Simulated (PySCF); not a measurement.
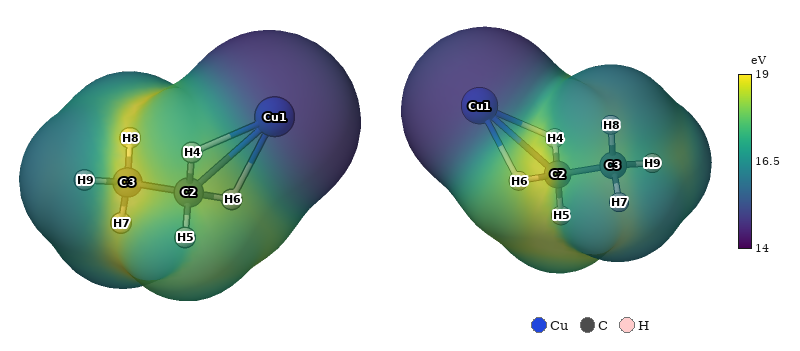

Figure 1: C2H6Cu, charge +1, SMILES `[Cu+].CC`. Average local ionisation energy on the surface of electron density 0.001 a.u. (back view left, front view right).

Method: PBE0/def2-TZVP; geometry: GFN2-xTB; program: PySCF. This is a single-reference result, which may miss multireference character in this system. The pair's geometry is semi-empirical, so its contact may be too short or too long. GFN2-xTB bond lengths at metals and heavier atoms can be off by up to 0.1 Å and shapes distorted, which carries into these values.

The calculation's input:

```python
import numpy as np
from pyscf import gto, scf, dft
from pyscf.scf import atom_ks, atom_hf
from scipy.linalg import block_diag

def solve(mol, dm0=None, hcore=None):
    mf = (dft.UKS if mol.spin else dft.RKS)(mol, xc='pbe0')
    mf.grids.level = 3
    mf = mf.density_fit(auxbasis='def2-universal-jkfit')
    mf.conv_tol, mf.max_cycle = 1e-8, 80
    if hcore is not None:
        mf.get_hcore = lambda *args: hcore
    mf.kernel(dm0)
    if not mf.converged:
        mf = mf.newton().run(mf.mo_coeff, mf.mo_occ, max_cycle=30)
    assert mf.converged, 'SCF not converged'
    return mf

mol = gto.M(atom='''
Cu    -1.08088     0.07209     0.00002
C      1.16245    -0.61939     0.00113
C      2.30672     0.39627     0.00106
H      0.58605    -0.52211    -0.96002
H      1.55601    -1.63473    -0.00289
H      0.58976    -0.52750     0.95472
H      2.93248     0.25535     0.87339
H      1.93723     1.41685     0.00437
H      2.92907     0.26029    -0.88337
''', basis='def2-tzvp', charge=1, spin=0, verbose=4)
mf = solve(mol)
mf.analyze()
# spherically averaged free atoms, for the promolecule
atm = atom_ks.get_atm_nrks(mol, xc='pbe0')
pro = block_diag(*[(atm[a[0]][2] * atm[a[0]][3]) @ atm[a[0]][2].T for a in mol._atom])
np.savez('result.npz', e=mf.e_tot, c=mf.mo_coeff, occ=mf.mo_occ, eps=mf.mo_energy, pro=pro, dip=mf.dip_moment(verbose=0), s2=mf.spin_square()[0])
```

Run with:

```sh
OMP_NUM_THREADS=1 python input.py
```

The run took 39 s on 1 thread of Intel(R) Xeon(R) Processor @ 2.50GHz (Skylake/Cascade Lake), with other jobs on the host, peak memory 0.54 GiB.

Partitions, critical points and surface values were worked out afterwards from this run's density.

Where are the most loosely bound electrons on this surface?

The lowest value is 14.7 eV, 1.8 Å from Cu1. Further minima include 15.9 eV, 1.3 Å from H9; 17.0 eV, 1.3 Å from H5. For comparison, the highest occupied orbital lies at −14.3 eV.
